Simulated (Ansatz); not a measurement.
# CH5GeN: the cost of one run

Program: the Python package of Ansatz 0.2.0. Level of theory: Hartree-Fock/def2-SVP. These are calculated values, not measurements.

## (1) The structure

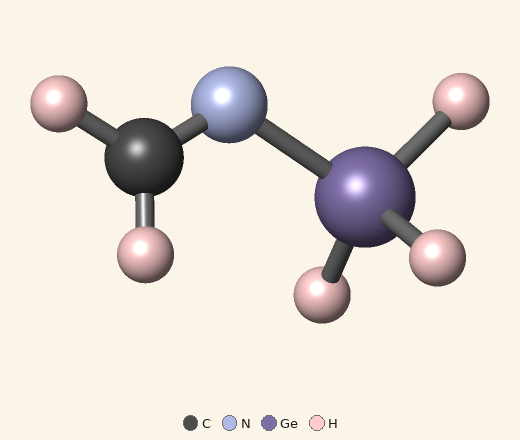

The structure that the script starts from, seen from a chosen angle (carbon dark grey, nitrogen light blue, germanium purple, hydrogen pink).

The script holds or builds the structure itself.

## (2) The code

Input file states_ch5gen.py:

```python
'''Restricted and unrestricted solutions of CH5GeN, stretched and not.'''

import ansatz as az
import numpy as np

geometry_ang = [
    ('C', (-0.5314, 1.0188, -0.9876)),
    ('N', (0.492, 0.4358, -0.687)),
    ('Ge', (0.487, -0.7955, 0.681)),
    ('H', (-1.4338, 0.8971, -0.4673)),
    ('H', (-0.5647, 1.7746, -1.8294)),
    ('H', (0.1113, -0.0843, 2.0166)),
    ('H', (1.974, -1.3817, 0.8417)),
    ('H', (-0.4423, -1.9219, 0.3763)),
]
molecule = az.Crystal.molecule()
for symbol, xyz in geometry_ang:
    molecule = molecule.atom(symbol, xyz)
symbols = [site.symbol for site in molecule.cartesian_sites]

start = np.array([site.position_ang for site in molecule.cartesian_sites])
for factor in [1.0, 1.5]:
    xyz = (start - start.mean(axis=0)) * factor
    scaled = az.Crystal.molecule()
    for symbol, place in zip(symbols, xyz):
        scaled = scaled.atom(symbol, place.tolist())
    base = (
        scaled.calculation()
        .basis(gaussian='def2-SVP')
        .functional('HF')
        .spin('collinear')
    )
    for search in ('off', 'standard'):
        try:
            report = base.scf(lower_state_search=search).run().report
        except az.AnsatzError as error:
            print(f'x{factor} search {search}: {type(error).__name__}')
            continue
        state = report['mean_field']['state']
        print(f'all distances x{factor}, search {search:8s} E = {report["free_energy_ev"]:.5f} eV  <S^2> = {abs(state["spin_squared"]):.3f}  other states met: {len(report["mean_field"]["others"])}')
```

## (3) What the engine is handed

The package turns the script's settings into the engine's input (first run):

```yaml
crystal:
  periodic: [false, false, false]
  atoms:
    - { symbol: C, position_ang: [-0.5429125, 1.0259375, -0.9806375] }
    - { symbol: "N", position_ang: [0.4804875, 0.4429375, -0.6800375000000001] }
    - { symbol: Ge, position_ang: [0.4754875, -0.7883625000000001, 0.6879625] }
    - { symbol: H, position_ang: [-1.4453125, 0.9042375, -0.46033749999999996] }
    - { symbol: H, position_ang: [-0.5762125, 1.7817375, -1.8224375] }
    - { symbol: H, position_ang: [0.0997875, -0.07716250000000004, 2.0235625] }
    - { symbol: H, position_ang: [1.9624875, -1.3745625, 0.8486625] }
    - { symbol: H, position_ang: [-0.4538125, -1.9147625, 0.38326250000000006] }
basis:
  gaussian:
    orbitals: def2-SVP
hamiltonian:
  xc: hf
magnetization:
  spin_polarized: true
scf:
  lower_state_search: "off"
```

## (4) Running it

The run is started by

```sh
$ python states_ch5gen.py
```

**Question.** How long does this script take on 1 thread of Arm Neoverse V1, shared host, and how much memory does it need?

About 29 s, with a peak of 0.3 GiB.
